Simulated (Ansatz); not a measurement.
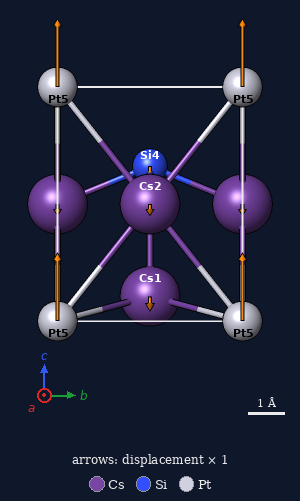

A relaxation of solid Cs$_{3}$SiPt (a generated structure, set up in P4mm) (coarse preliminary run). The starting structure is drawn; orange arrows show the displacements (the part carried along by the change of the cell is left out), at their true length.

Style: ball-and-stick. Shown: the cell of the calculation, along the a axis.

These are results of DFT PBE, scalar-relativistic, plane waves, PAW in Ansatz 0.2.0, not measurements.

The input:
```yaml
crystal:
  lattice:
    - [5.20928911, 0.0, 0.0]
    - [0.0, 5.20928911, 0.0]
    - [0.0, 0.0, 6.59159863]
  atoms:
    - { symbol: Cs, position: [0.5, 0.5, 0.1059] }
    - { symbol: Cs, position: [0.0, 0.5, 0.5] }
    - { symbol: Cs, position: [0.5, 0.0, 0.5] }
    - { symbol: Si, position: [0.5, 0.5, 0.662] }
    - { symbol: Pt, position: [0.0, 0.0, 0.0] }
basis:
  ecutwfc: 420
kpoints:
  mp_grid: { grid: [4, 4, 4] }
hamiltonian:
  xc: pbe
scf:
  occupations: { method: gaussian, width: 0.1 }
  lower_state_search: "off"
output:
  forces: true
  stress: true
  eigenvalues: true
relax:
  adjacent_minimum: "off"
  f_tol: 0.04
  max_steps: 70
  cell: { stress_tol: 0.4 }
```

Command:
```bash
ansatz run input.yaml --threads 1 --pin off --max-ram 2560MiB --backend cpu --events-out ev --progress --plain --runs-dir out
```

Atoms of which element are displaced furthest, and by how much?

Platinum: up to 1.94 Å, against 0.81 Å for silicon.

What did the optimiser do to the structure, and how much energy did it gain?

The largest move relative to the cell is that of Pt5, 1.94 Å along +c. By element the largest moves are Pt 1.94 Å, Si 0.81 Å, Cs 0.44 Å. The drawn cell changes as follows: a = b 5.209 → 6.322 Å (+21.4 %), c 6.592 → 7.740 Å (+17.4 %); the volume changes by +73.0 %. Near-neighbour distances that change, for instance: Cs2–Pt5 4.201 → 6.923 Å, Cs1–Pt5 3.749 → 4.736 Å, Cs1–Si4 2.926 → 3.807 Å, Cs2–Pt5 (another image) 4.201 → 3.535 Å. Bonds break: Cs2–Pt5 (4.20 → 6.92 Å), Cs3–Pt5 (4.20 → 6.92 Å). Bond angles that change, for instance: Cs2–Pt5–Cs2 76.6° → 126.8°, Pt5–Cs3–Pt5 76.6° → 126.8°, Cs2–Si4–Cs2 135.4° → 152.0°. The space group stays P4mm (No. 99). Over 14 accepted moves (17 points after the start) the energy falls by 503 meV per atom. The largest force component goes from 0.28 to 0.0067 eV/Å. Pressure: 7.20 GPa at the start and −0.01 GPa at the end. The line search rejected the trial step at point 11 of the run. At 2 points the geometry stayed and the basis and grid were re-selected for the new cell (energy shift of 19.2 meV per atom at most each time). Cost: 3.3 min on 1 thread of Arm Neoverse V2, on a shared host, peak memory 0.52 GiB.
